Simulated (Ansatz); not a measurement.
## Electronic structure of GaH3O3···H2 in real space

The calculation's input:

```
crystal:
  periodic: [false, false, false]
  atoms:
    - {symbol: Ga, position_ang: [0.392825, -0.409448, 0.124771]}
    - {symbol: H, position_ang: [-1.581578, 1.536596, -0.106868]}
    - {symbol: O, position_ang: [-0.794907, -1.615942, 0.658515]}
    - {symbol: O, position_ang: [1.190690, 0.631232, 1.321232]}
    - {symbol: H, position_ang: [-1.318871, 1.484591, -0.806452]}
    - {symbol: O, position_ang: [0.829581, -0.295740, -1.593343]}
    - {symbol: H, position_ang: [-0.927798, -1.619788, 1.609084]}
    - {symbol: H, position_ang: [1.831209, 1.231588, 0.933250]}
    - {symbol: H, position_ang: [0.378847, -0.943189, -2.140189]}
basis:
  gaussian: {orbitals: def2-TZVPP}
hamiltonian: {xc: pbe0, dispersion: d4}
output: {orbitals: {seedname: orbitals}}
```

Run with:

```sh
ansatz run in.yaml --threads 4 --pin off --events-out ev --progress --plain --max-ram 9574MiB
```

The product side of a reaction path; geometry: PBE0-D4/def2-TZVP; a saddle point, not a minimum.

Computed with RKS PBE0-D4/def2-TZVPP (Ansatz 0.2.0).

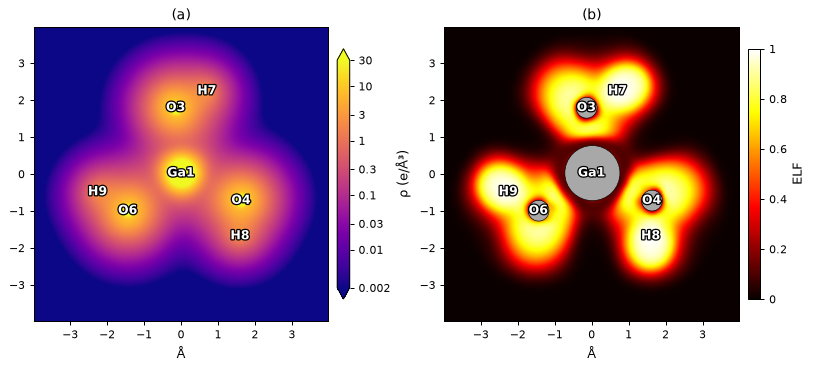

Figure 1. (a) electron density; (b) electron localisation function on the plane of atoms Ga1, O3 and H7. Grey discs cover the atomic cores in the ELF map.

Q: What do the fields say about this system?

A: The section cuts through Ga, O and H sites.
Ga–O (1.78 Å): ρ is about 0.95 e/Å³ halfway; the ELF peaks at about 0.85 in the valence shell of O, 0.6 Å from its nucleus, and is about 0.25 at the midpoint.
O–H (0.96 Å): the density is about 3.8 e/Å³ at the midpoint; the ELF climbs to about 1 towards the hydrogen, as it does in any bond to H (a covalent bond by its length).
The ELF also peaks beside O6, O4 and O3, away from the bonds: lone-pair regions.

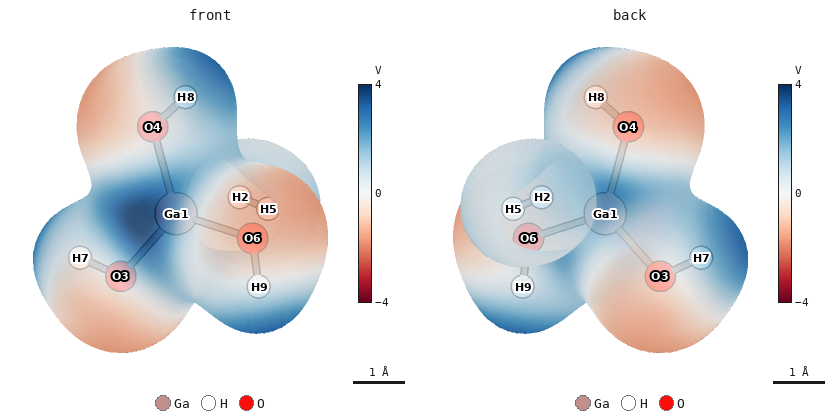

Figure 2. The molecular electrostatic potential painted on the density surface at 0.004 e/bohr³, seen from the front and from behind; red is negative and blue positive.

Q: Which sites attract a positive test charge, and which a negative one?

A: A positive charge is drawn to the negative regions and a negative charge to the positive ones. The most negative region (about −1.6 V, or −37 kcal/mol for a unit charge) lies over O3, O4 and O6, the most positive (about +3.8 V, or +88 kcal/mol for a unit charge) over Ga1.

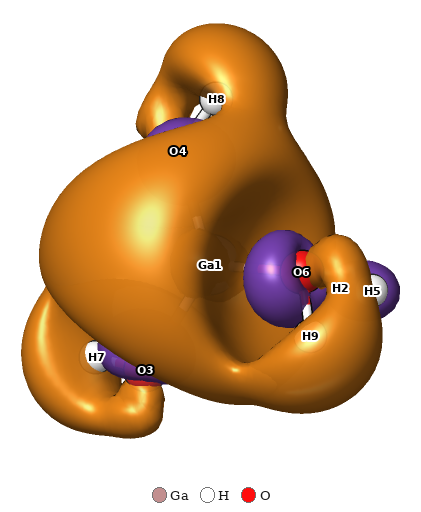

Figure 3. The LUMO at ±0.08 Å⁻³ᐟ² (orange and purple are the two phases), seen at a tilt.

Q: Describe this orbital and give its energy.

A: It lies mainly on Ga1 (about 45 %), O3 (about 10 %), O6 (about 10 %), O4 (about 10 %), H7 (about 5 %) and H9 (about 5 %). Its energy is −0.69 eV.
